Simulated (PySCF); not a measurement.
**C3H9AlO2: runs on many settings**

Which settings matter for C3H9AlO2 (`C[O+]([AlH3-])CC=O`), and how do bad ones show?

The runs use PySCF 2.14.0, with density-fitted response routines of our own; the level of theory stands in each step. All values are computed, except where a source is named. Atoms count from 0, in the outputs and in this text.

1 further run of the same task is left out (for a known fault of the program).

### 1 Starting geometry

15 atoms, charge 0, multiplicity 1; geometry from: GFN2-xTB.

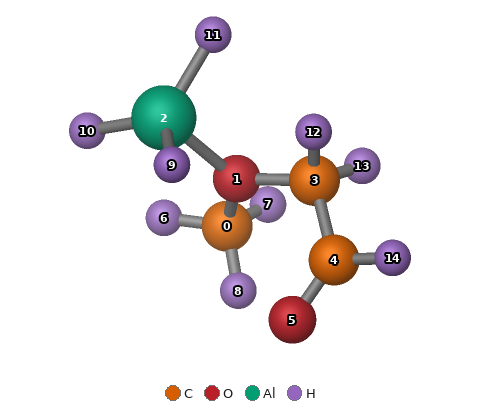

The starting geometry (carbon orange, oxygen red, aluminium teal, hydrogen purple), atoms numbered.

### 2 Nuclear shieldings: PBE0/pcSseg-1

Job settings and geometry (Å):

```
{"job": {"kind": "nmr", "xc": "PBE0", "basis": "pcSseg-1"}, "charge": 0, "multiplicity": 1}
C     -1.129786    -1.075944    -0.579453
O     -0.474126     0.055064    -0.037743
Al    -0.800400     1.131880     1.466861
C      0.729044     0.424358    -0.661971
C      1.871595    -0.519299    -0.380524
O      1.779617    -1.552986     0.210515
H     -2.025146    -1.214323     0.024512
H     -1.410555    -0.890507    -1.620578
H     -0.501683    -1.965237    -0.510827
H      0.527389     0.879172     2.276686
H     -2.142876     0.435335     1.887523
H     -0.837681     2.511689     0.683218
H      0.980611     1.408328    -0.243006
H      0.596339     0.535400    -1.747453
H      2.833244    -0.154940    -0.789671
```

Level: GIAO PBE0/pcSseg-1 NMR shielding, non-relativistic, gas phase.

Launch:

```
$ OMP_NUM_THREADS=1 python probes_run.py task.json out
```

The driver reads the jobs from task.json and runs them one after another.

Standard output:

```text
coarse grid: 12640 points
cycle   1  E = -511.9087436650  dE =  7.002e-01  |g| = 8.245e-01  |ddm| = 3.239e+00
cycle   2  E = -511.4669423325  dE =  4.418e-01  |g| = 1.722e+00  |ddm| = 2.162e+00
cycle   3  E = -512.0421192732  dE = -5.752e-01  |g| = 1.164e-01  |ddm| = 1.675e+00
cycle   4  E = -512.0435721968  dE = -1.453e-03  |g| = 8.681e-02  |ddm| = 1.304e-01
cycle   5  E = -512.0448307738  dE = -1.259e-03  |g| = 1.303e-02  |ddm| = 5.983e-02
cycle   6  E = -512.0448613921  dE = -3.062e-05  |g| = 2.822e-03  |ddm| = 9.952e-03
cycle   7  E = -512.0448629147  dE = -1.523e-06  |g| = 8.847e-04  |ddm| = 3.487e-03
final grid: 116280 points
cycle   8  E = -512.1004595829  dE = -1.221e-05  |g| = 1.393e-02  |ddm| = 2.157e-02
cycle   9  E = -512.1003816415  dE =  7.794e-05  |g| = 2.500e-02  |ddm| = 2.181e-02
cycle  10  E = -512.1004932007  dE = -1.116e-04  |g| = 2.864e-03  |ddm| = 1.603e-02
cycle  11  E = -512.1004947347  dE = -1.534e-06  |g| = 3.574e-04  |ddm| = 2.001e-03
cycle  12  E = -512.1004947567  dE = -2.208e-08  |g| = 1.227e-04  |ddm| = 3.727e-04
cycle  13  E = -512.1004947598  dE = -3.071e-09  |g| = 2.142e-05  |ddm| = 1.063e-04
cycle  14  E = -512.1004947599  dE = -9.800e-11  |g| = 4.634e-06  |ddm| = 2.484e-05
converged SCF energy = -512.1004947599

GIAO shielding tensors (ppm)
atom      isotropic    diamagn.    paramagn.     s11        s22        s33       span
  0 C      124.773     246.338    -121.565     90.861     97.907    185.551     94.690
  1 O      328.754     402.066     -73.312    296.862    310.834    378.566     81.704
  2 Al     402.469     796.484    -394.016    367.680    400.935    438.791     71.111
  3 C      105.731     251.632    -145.901     73.076     95.033    149.085     76.009
  4 C      -12.449     248.417    -260.866   -108.109    -19.546     90.309    198.417
  5 O     -356.410     401.368    -757.778  -1006.699   -460.929    398.399   1405.098
  6 H       27.146      29.838      -2.692     23.102     25.570     32.766      9.665
  7 H       28.340      29.825      -1.485     24.556     25.986     34.478      9.922
  8 H       27.148      30.339      -3.191     22.371     26.551     32.522     10.151
  9 H       27.559      30.844      -3.286     24.347     26.963     31.366      7.019
 10 H       27.516      30.895      -3.379     24.102     26.674     31.773      7.671
 11 H       27.374      30.550      -3.176     24.015     26.530     31.575      7.560
 12 H       26.229      31.076      -4.848     21.465     26.320     30.901      9.436
 13 H       27.621      31.014      -3.393     24.314     25.990     32.560      8.246
 14 H       21.986      26.755      -4.769     20.278     20.759     24.921      4.643
```

Wall time 22 s (1 thread of Arm Neoverse V1, shared host); peak memory 0.73 GiB.

Shifts follow as δ = σ(reference) − σ, with reference shieldings (ppm) from runs at the same level and on the same kind of geometry: 1H TMS 31.72, 13C TMS 186.9, 17O H2O 336.1, 27Al AlH4- 490.0. The references are single molecules in the gas phase, so shifts against H2O, NH3, PH3, H3PO4 or CFCl3 are not on the usual liquid scales and can be off by tens of ppm. Shifts against hydride references such as AlH4− lie on their own scale. Atoms listed in one row are averaged.

| atoms | environment | σ (ppm) | δ (ppm) |
| --- | --- | --- | --- |
| C4 | aldehyde carbonyl carbon | -12.4 | 199.4 |
| C3 | sp3 CH2 bonded to O, α to a carbonyl | 105.7 | 81.2 |
| C0 | methyl carbon bonded to O | 124.8 | 62.2 |
| H14 | hydrogen on an aldehyde carbonyl carbon | 21.99 | 9.73 |
| H12, H13 | hydrogen on an sp3 CH2 bonded to O, α to a carbonyl | 26.92 | 4.79 |
| H9, H10, H11 | hydrogen on an aluminium bonded to O | 27.48 | 4.23 |
| H6, H7, H8 | hydrogen on a methyl carbon bonded to O | 27.54 | 4.17 |
| O5 | aldehyde oxygen | -356.4 | 692.5 |
| O1 | donor oxygen of a Lewis adduct | 328.8 | 7.3 |
| Al2 | aluminium bonded to O, 3 H | 402.5 | 87.5 |

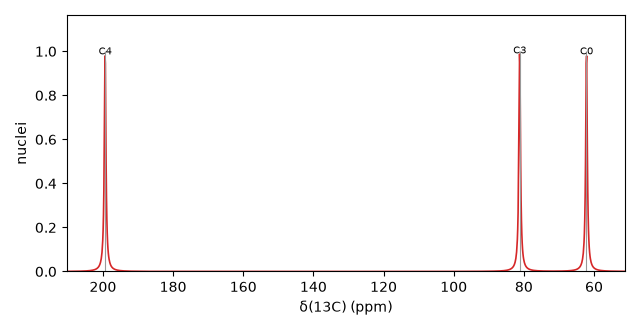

13C lines at the computed shifts, without couplings. Lines are broadened to a width of 0.55 ppm (Lorentzian).

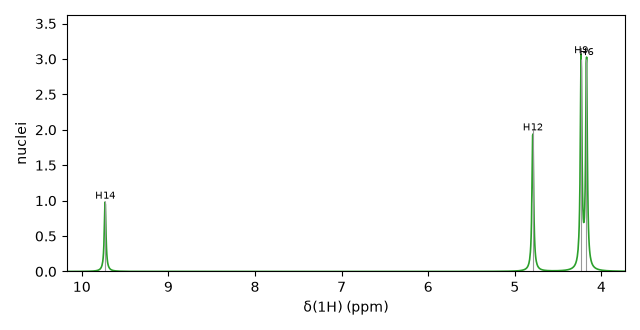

1H lines at the computed shifts, without couplings. Lines are broadened to a width of 0.02 ppm (Lorentzian).

Charges from the same density, by scheme (e):

| atoms | Mulliken | IAO | Hirshfeld | ESP fit |
| --- | --- | --- | --- | --- |
| C0 | -0.01 | -0.21 | -0.01 | -0.38 |
| O1 | -0.63 | -0.31 | -0.03 | -0.08 |
| Al2 | 0.73 | 0.49 | 0.30 | 0.74 |
| C3 | 0.02 | -0.11 | 0.02 | -0.10 |
| C4 | 0.24 | 0.26 | 0.15 | 0.45 |
| O5 | -0.33 | -0.36 | -0.19 | -0.43 |

Mulliken charges:

C0 -0.01; O1 -0.63; Al2 0.73; C3 0.02; C4 0.24; O5 -0.33; H6 0.15; H7 0.12; H8 0.15; H9 -0.27; H10 -0.30; H11 -0.30; H12 0.19; H13 0.16; H14 0.09

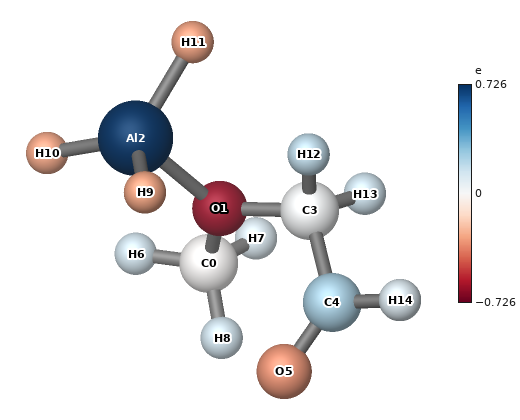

Mulliken charges, as colours on the atoms.

Mayer bond orders: C0–O1 0.82, O1–Al2 0.29, O1–C3 0.82, C3–C4 0.96, C4–O5 2.04.

Orbitals, density, ELF and potential are computed afterwards from the orbital file.

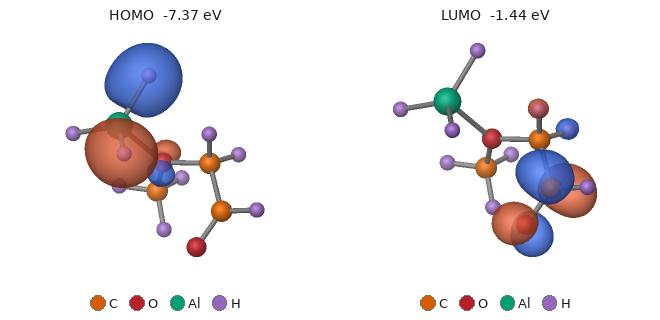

PBE0/pcSseg-1 orbitals near the gap, drawn at the value that encloses 70 % of each; the two colours are the two signs.

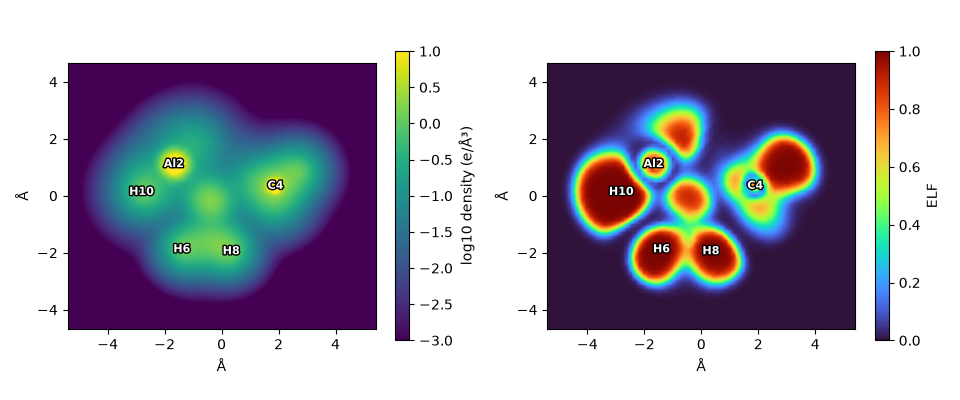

Density (left) and ELF (right) in a plane through or near 5 of the atoms.

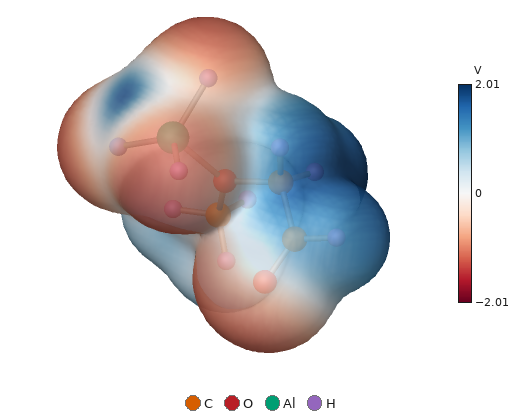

The potential that a unit positive charge feels on the 0.002 e/bohr³ surface, from the 1st to the 99th percentile, from -1.21 to 2.01 V.

### 3 TDDFT and polarisability: PBE0/def2-SVPD

The job, as its differences from that of step 2:

```diff
@@ -1,2 +1,2 @@
-{"job": {"kind": "nmr", "xc": "PBE0", "basis": "pcSseg-1"}, "charge": 0, "multiplicity": 1}
+{"job": {"kind": "uv", "xc": "PBE0", "basis": "def2-SVPD", "nstates": 6, "ntriplets": 2}, "charge": 0, "multiplicity": 1}
 C     -1.129786    -1.075944    -0.579453
```

With the program's defaults for keys left out, this is: TDDFT PBE0/def2-SVPD, vertical, gas phase, core orbitals frozen in the response.

Standard output:

```text
coarse grid: 12640 points
cycle   1  E = -511.6630436727  dE =  6.560e-01  |g| = 7.911e-01  |ddm| = 5.044e+00
cycle   2  E = -511.2206288148  dE =  4.424e-01  |g| = 1.693e+00  |ddm| = 2.762e+00
cycle   3  E = -511.7931739490  dE = -5.725e-01  |g| = 1.071e-01  |ddm| = 2.014e+00
cycle   4  E = -511.7943112500  dE = -1.137e-03  |g| = 8.465e-02  |ddm| = 2.017e-01
cycle   5  E = -511.7955927198  dE = -1.281e-03  |g| = 1.187e-02  |ddm| = 8.341e-02
cycle   6  E = -511.7956208091  dE = -2.809e-05  |g| = 2.674e-03  |ddm| = 2.043e-02
cycle   7  E = -511.7956222868  dE = -1.478e-06  |g| = 7.802e-04  |ddm| = 5.474e-03
final grid: 116280 points
cycle   8  E = -511.8787411471  dE = -2.589e-05  |g| = 1.250e-02  |ddm| = 1.180e-01
cycle   9  E = -511.8786731237  dE =  6.802e-05  |g| = 2.275e-02  |ddm| = 3.165e-02
cycle  10  E = -511.8787698897  dE = -9.677e-05  |g| = 2.493e-03  |ddm| = 2.079e-02
cycle  11  E = -511.8787711182  dE = -1.229e-06  |g| = 3.278e-04  |ddm| = 2.608e-03
cycle  12  E = -511.8787711367  dE = -1.850e-08  |g| = 1.394e-04  |ddm| = 5.467e-04
cycle  13  E = -511.8787711410  dE = -4.265e-09  |g| = 2.257e-05  |ddm| = 2.192e-04
cycle  14  E = -511.8787711411  dE = -1.311e-10  |g| = 4.634e-06  |ddm| = 5.393e-05
converged SCF energy = -511.8787711411

Static polarisability (au): isotropic 75.347, principal 69.929 75.643 80.468

Singlet excitations
state   eV       nm        f      main configurations
  1   4.3289    286.4   0.00039   H-2->L 0.86
  2   4.8337    256.5   0.01092   H->L 0.91, H-2->L 0.08
  3   5.1804    239.3   0.00809   H-1->L 0.94
  4   6.2194    199.4   0.00498   H->L+1 0.85, H->L+2 0.13
  5   6.4964    190.9   0.01833   H-1->L+1 0.83, H-1->L+2 0.14
  6   6.8236    181.7   0.03176   H->L+2 0.85, H->L+1 0.12

Triplet excitations (Tamm-Dancoff, eV): 3.6983 4.7689
```

It took 29 s on 1 thread of Arm Neoverse V1, shared host; peak memory 0.83 GiB.

The orbitals next to the gap, with their largest atomic shares:

| orbital | eV | atoms |
| --- | --- | --- |
| HOMO−3 | -9.99 | Al2 33 %, H11 16 %, O1 15 % |
| HOMO−2 | -8.33 | O5 52 %, C4 15 %, C3 10 % |
| HOMO−1 | -7.61 | H10 36 %, Al2 35 %, H11 10 % |
| HOMO | -7.37 | Al2 34 %, H11 27 %, H9 26 % |
| LUMO | -1.59 | C4 42 %, O5 36 %, C3 9 % |
| LUMO+1 | 0.05 | Al2 19 %, C3 13 %, C0 11 % |
| LUMO+2 | 0.45 | Al2 37 %, O1 7 %, H12 6 % |

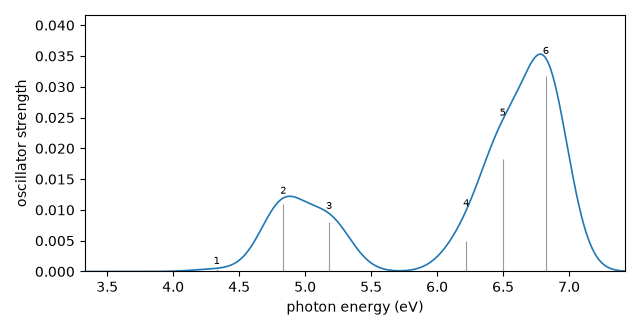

Absorption spectrum from the 6 singlet states computed; above the last one it falls off for lack of states. Lines are broadened to a width of 0.40 eV (Gaussian).

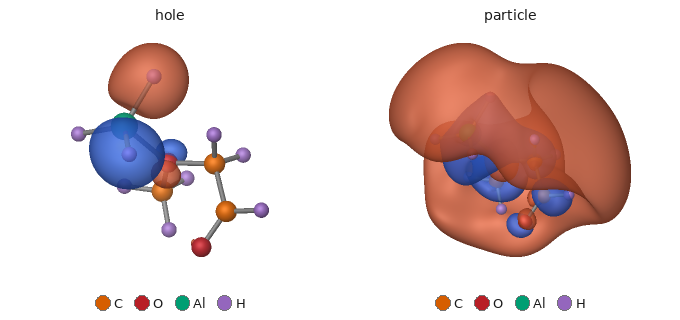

Leading natural transition orbitals of singlet state 6: the electron leaves the hole (left) for the particle orbital (right).

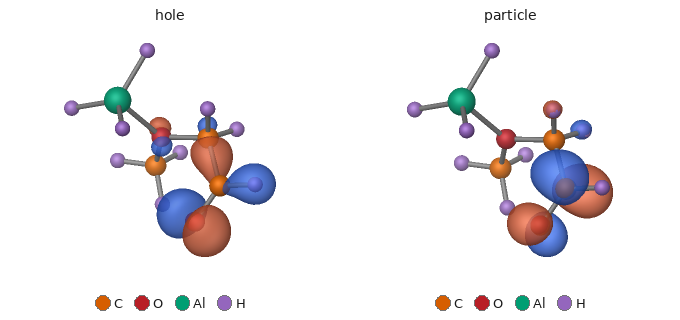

Leading natural transition orbitals of singlet state 1: the electron leaves the hole (left) for the particle orbital (right).

Further results of this job:

| property | computed |
| --- | --- |
| dipole moment (D) | 5.12 |
| polarisability (Å³) | 11.17 |
| HOMO–LUMO gap (eV) | 5.78 |
| −ε(HOMO) (eV) | 7.37 |

### 4 Shielding tensors: PBE0/def2-TZVP in chloroform

The job, as its differences from that of step 3:

```diff
@@ -1,2 +1,2 @@
-{"job": {"kind": "uv", "xc": "PBE0", "basis": "def2-SVPD", "nstates": 6, "ntriplets": 2}, "charge": 0, "multiplicity": 1}
+{"job": {"kind": "nmr", "xc": "PBE0", "basis": "def2-TZVP", "solvent": "chloroform", "pop": false}, "charge": 0, "multiplicity": 1}
 C     -1.129786    -1.075944    -0.579453
```

With the program's defaults for keys left out, this is: GIAO PBE0/def2-TZVP NMR shielding, non-relativistic, IEF-PCM chloroform.

Standard output:

```text
coarse grid: 12640 points
cycle   1  E = -512.1431840233  dE =  6.643e-01  |g| = 8.187e-01  |ddm| = 2.736e+00
cycle   2  E = -511.7919649659  dE =  3.512e-01  |g| = 1.593e+00  |ddm| = 2.137e+00
cycle   3  E = -512.2673826400  dE = -4.754e-01  |g| = 1.094e-01  |ddm| = 1.714e+00
cycle   4  E = -512.2687432161  dE = -1.361e-03  |g| = 7.723e-02  |ddm| = 9.609e-02
cycle   5  E = -512.2697225635  dE = -9.793e-04  |g| = 1.296e-02  |ddm| = 4.466e-02
cycle   6  E = -512.2697520546  dE = -2.949e-05  |g| = 2.519e-03  |ddm| = 8.052e-03
cycle   7  E = -512.2697532665  dE = -1.212e-06  |g| = 7.826e-04  |ddm| = 3.910e-03
final grid: 116280 points
cycle   8  E = -512.2628401324  dE = -5.055e-05  |g| = 1.275e-02  |ddm| = 5.239e-02
cycle   9  E = -512.2627857219  dE =  5.441e-05  |g| = 2.167e-02  |ddm| = 1.637e-02
cycle  10  E = -512.2628681388  dE = -8.242e-05  |g| = 2.445e-03  |ddm| = 1.238e-02
cycle  11  E = -512.2628692303  dE = -1.092e-06  |g| = 3.695e-04  |ddm| = 1.878e-03
cycle  12  E = -512.2628692475  dE = -1.712e-08  |g| = 1.891e-04  |ddm| = 3.125e-04
cycle  13  E = -512.2628692546  dE = -7.141e-09  |g| = 2.230e-05  |ddm| = 1.246e-04
cycle  14  E = -512.2628692547  dE = -1.082e-10  |g| = 5.471e-06  |ddm| = 2.342e-05
converged SCF energy = -512.2628692547

GIAO shielding tensors (ppm)
atom      isotropic    diamagn.    paramagn.     s11        s22        s33       span
  0 C      127.888     247.469    -119.581     94.331    100.689    188.644     94.314
  1 O      322.272     377.211     -54.938    295.072    303.477    368.268     73.196
  2 Al     411.624     799.741    -388.116    384.558    411.313    439.002     54.444
  3 C      108.086     251.525    -143.440     75.411     96.694    152.152     76.741
  4 C      -16.012     248.087    -264.099   -105.359    -38.491     95.813    201.171
  5 O     -300.110     401.086    -701.196   -899.601   -407.373    406.644   1306.245
  6 H       27.518      29.676      -2.158     23.729     25.877     32.948      9.219
  7 H       28.288      29.755      -1.467     24.746     26.024     34.094      9.349
  8 H       27.327      30.434      -3.107     22.730     26.879     32.371      9.640
  9 H       27.815      31.555      -3.740     24.772     27.051     31.621      6.849
 10 H       27.714      31.342      -3.629     24.449     26.805     31.886      7.437
 11 H       27.641      31.237      -3.596     24.482     26.649     31.791      7.309
 12 H       26.331      30.890      -4.560     21.893     25.976     31.122      9.229
 13 H       27.241      30.295      -3.055     24.107     25.623     31.993      7.886
 14 H       21.822      26.994      -5.172     20.080     20.727     24.659      4.579
```

It took 29 s on 1 thread of Arm Neoverse V1, shared host; peak memory 1 GiB.

This run: σ C4 -16.0, C3 108.1, C0 127.9, O5 -300.1, H14 21.82, H12 26.79 ppm (means over like atoms).

### 5 NMR shieldings: HF/cc-pCVDZ

The job, as its differences from that of step 4:

```diff
@@ -1,2 +1,2 @@
-{"job": {"kind": "nmr", "xc": "PBE0", "basis": "def2-TZVP", "solvent": "chloroform", "pop": false}, "charge": 0, "multiplicity": 1}
+{"job": {"kind": "nmr", "xc": "HF", "basis": "cc-pCVDZ", "pop": false, "scf": {"level_shift": 0.9, "max_cycle": 83}}, "charge": 0, "multiplicity": 1}
 C     -1.129786    -1.075944    -0.579453
```

Level: HF/cc-pCVDZ.

Standard output:

```text
KeyError: 'Element h (Z=1) not found in basis cc-pCVDZ version 0'
```

Wall time 0.02 s (1 thread of Arm Neoverse V1, shared host).

Diagnosis: The basis cc-pCVDZ has no functions for an element of the molecule, so the input was refused before any integral. The remedy is to choose a basis that covers all elements.

### 6 Side by side: NMR shifts

Isotropic shieldings (ppm) of some atoms, chosen among heavy atoms and hydrogens apart, means over like atoms, with basis size and wall time:

| run | C4 | C0 | H9 | H6 | O5 | O1 | Al2 | functions | time |
| --- | --- | --- | --- | --- | --- | --- | --- | --- | --- |
| PBE0/pcSseg-1 | -12.4 | 124.8 | 27.48 | 27.54 | -356.4 | 328.8 | 402.5 | 154 | 22 s |
| PBE0/def2-TZVP in chloroform | -16.0 | 127.9 | 27.72 | 27.71 | -300.1 | 322.3 | 411.6 | 246 | 29 s |

### 7 Results

```
                                                              quantity                                            value
                                13C shifts against TMS (PBE0/pcSseg-1)                            199.4, 81.2, 62.2 ppm
1H shifts against TMS (PBE0/pcSseg-1, means over atoms taken as alike)                       9.73, 4.79, 4.23, 4.17 ppm
                                17O shifts against H2O (PBE0/pcSseg-1)                                   692.5, 7.3 ppm
                             27Al shifts against AlH4- (PBE0/pcSseg-1)                                         87.5 ppm
                                 surface potential, 1st and 99th percentile                               -1.21 V and 2.01 V
                                       lowest singlet (PBE0/def2-SVPD)                      4.33 eV (286 nm), f = 0.000
                              brightest single state of those computed                      state 6, 6.82 eV, f = 0.032
                                                        lowest triplet                                          3.70 eV
                                          range of the shielding of O5                             -356.4 to -300.1 ppm
                                         property runs in this session  4, of which 1 failed and 0 gave unsound results
```

What this shows: Single values in the summary come from the first run of each kind that ended normally (PBE0/pcSseg-1; PBE0/def2-SVPD), which need not be the best level. The most deshielded carbon is C4 (aldehyde carbonyl carbon), at 199.4 ppm: the double bond to the heteroatom, with no lone-pair donor beside it, deshields it most. The most deshielded hydrogen is H14 (hydrogen on an aldehyde carbonyl carbon), at 9.73 ppm: the C=O anisotropy and electron withdrawal place aldehyde protons far downfield. At PBE0/pcSseg-1: The largest span, 1405 ppm, is at O5, where the paramagnetic term is -758 ppm. At PBE0/pcSseg-1, counted by nearest atom on the grid, the HOMO lies on H9, H11 about 41 % each; Al2 8 %, the LUMO on C4 44 %; O5 33 %. The first singlet state (HOMO−2→LUMO 0.86) lies at 4.33 eV and is dark; of the 6 states computed, the strongest absorption comes from state 6 at 6.82 eV (the last computed, so partners may be missing). The lowest triplet lies 0.63 eV below the lowest singlet (triplets in Tamm-Dancoff, singlets in full TDDFT). In ppm, O5 moves most: its shielding spreads over 56.3 ppm, from -356.4 (PBE0/pcSseg-1) to -300.1 (PBE0/def2-TZVP in chloroform).
